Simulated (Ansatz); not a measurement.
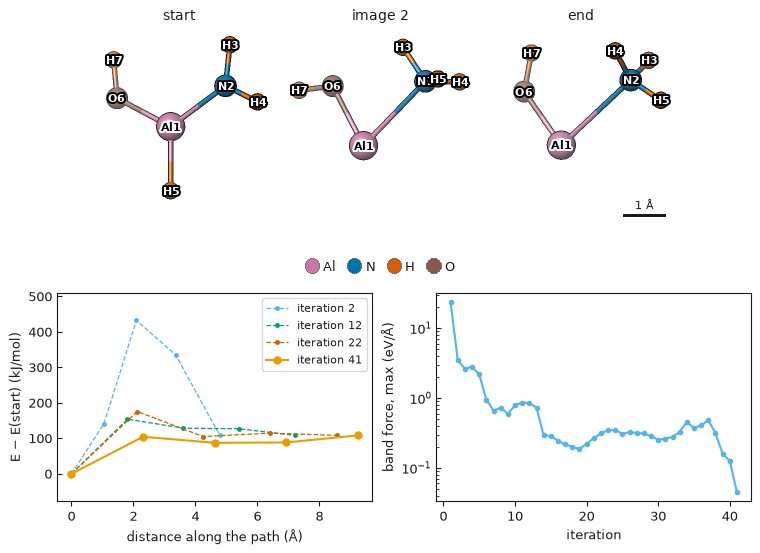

NEB run on AlNH4O. Images are numbered from 0 (start) to 4 (end). The plot follows the band through its iterations. Style: ball-and-stick. Shown at a tilt.

Level of theory: Ansatz 0.2.0, RKS BHLYP-D4/6-31G*. Run with 3 movable images; no climbing image; force threshold 0.05 eV/Å; iteration limit 60; starting path through a guess of the saddle point.

Question: Judge this run.

Answer: The run is converged, with reservations. The band converged in 41 iterations. The largest component of the band force went from 24 to 0.045 eV/Å. So few images resolve the path coarsely. The first iteration put the highest image at 806.1 kJ/mol. No barrier shows: the energy is highest at the end, and the end lies 108.3 kJ/mol above the start.
